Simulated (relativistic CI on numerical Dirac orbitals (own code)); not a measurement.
## Relativistic CI calculation, with input and output: Ne⁴⁺

System: Ne⁴⁺.
Method: Dirac-Coulomb-Breit CI, KLI orbitals optimised for each configuration, model QED (radiative potential, 1s self-energy scaled to tabulated hydrogen-like ionisation energies), valence Slater integrals scaled by 0.85 (relativistic CI on numerical Dirac orbitals, in-house).

### The input
```
atom Ne  Z=10  charge=4  electrons=6
nucleus A=20  rms_radius_fm=3.0055
hamiltonian dirac-coulomb  breit=on  qed=on  c_scale=1
orbitals kli  potential=per-configuration
slater_scale 0.85
correlation none
mixing on
configurations
  [He] 2s2 2p2
end
```

Launched within a batch (the task file carries these settings):
```bash
python <driver script> task.json out
```

The program writes its results to a structured record and prints no log; tables and figures of this report are taken from that record.

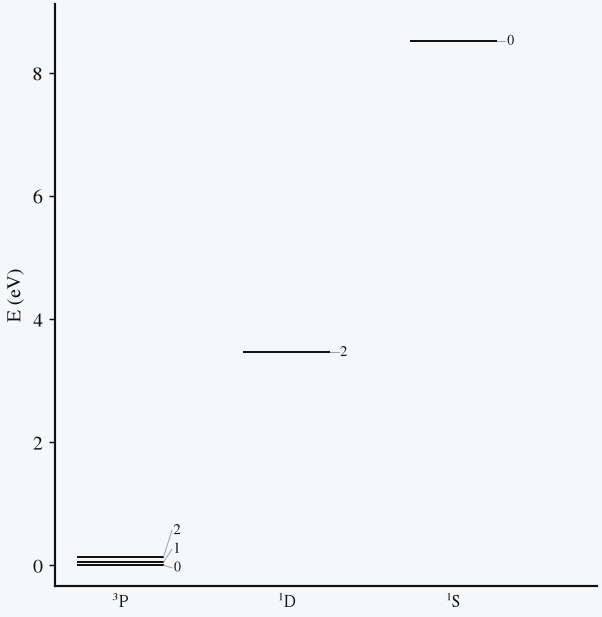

**Figure 1.** Level diagram of Ne⁴⁺. The lowest level is 2p² ³P₀. The first excited level, 2p² ³P₁, lies at 0.0515 eV. The ground term spreads over 0.140 eV in the order J = 0, 1, 2, a normal multiplet. All levels drawn have even parity, so no electric dipole line joins them. The levels are close to LS coupling (mean leading weight 100 % in LS and 73 % in jj).

| Configuration | Level | E (eV) | Lifetime (s; – stable or not computed) |
| --- | --- | --- | --- |
| 2p² | ³P₀ | 0 | – |
| 2p² | ³P₁ | 0.05151 | 7.8×10² |
| 2p² | ³P₂ | 0.1396 | 2.1×10² |
| 2p² | ¹D₂ | 3.458 | 2.1×10⁰ |
| 2p² | ¹S₀ | 8.516 | 8.3×10⁻² |

### Key numbers

| quantity | value |
| --- | --- |
| outcome | converged |
| lowest level | 2p² ³P₀ |
| first excited level | 2p² ³P₁, 415 cm⁻¹ |
| levels computed | 5 |
| SCF iterations | 8 |
| hardware | 1 CPU thread, shared host |

### Remarks

Caveats: configurations can be misplaced by up to about 7 % of their energy; one configuration only, so levels of others that fall in the range are missing.
